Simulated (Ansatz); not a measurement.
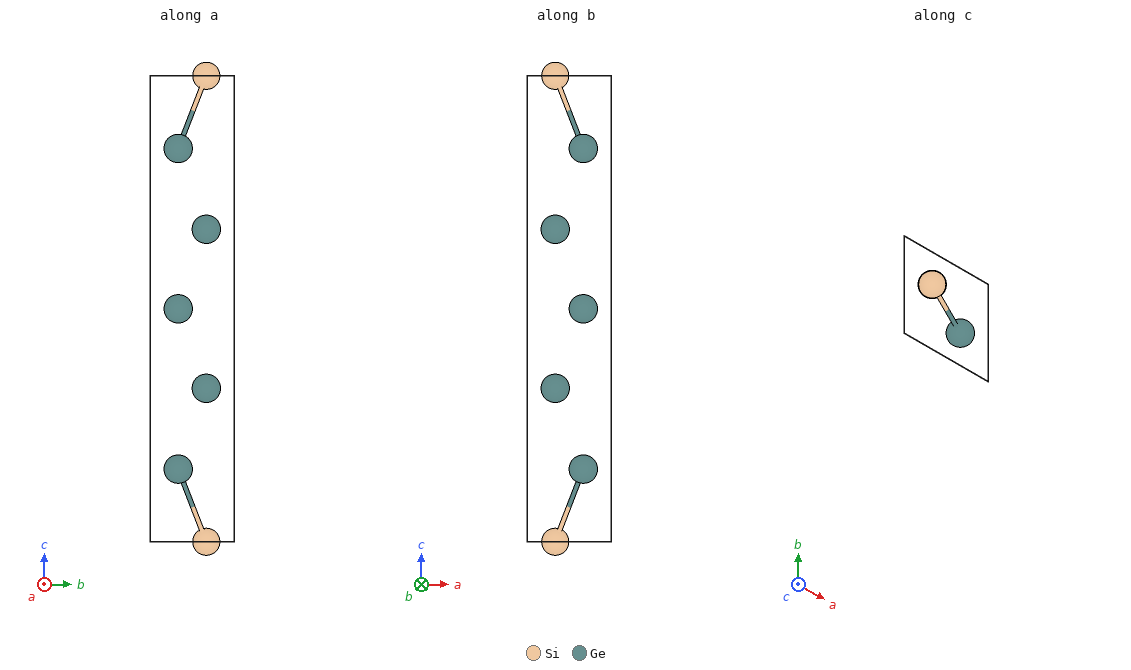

We look at a ball-and-stick model of the crystal along the a axis, along the b axis and along the c axis. The parallelepiped is the conventional unit cell.

Lattice parameters: a = 2.996 Å, b = 2.996 Å, c = 14.351 Å, α = 90.00°, β = 90.00°, γ = 120.00°. Put a along x and b in the xy plane.

### Write down what is shown as a POSCAR file, with free fractional coordinates to two decimals.

```
Si Ge
1.0
     2.996    0.000    0.000
    -1.498    2.594    0.000
     0.000    0.000   14.351
Si Ge
1 5
Direct
  0.3333 0.6667 0.00
  0.6667 0.3333 0.16
  0.6667 0.3333 0.50
  0.6667 0.3333 0.84
  0.3333 0.6667 0.33
  0.3333 0.6667 0.67
```

Provenance: a structure type filled with these elements by a generator (whether the compound takes this form wasn't checked). The final geometry of a relaxation with Ansatz 0.2.0, DFT PBE, scalar-relativistic, plane waves, PAW is shown.
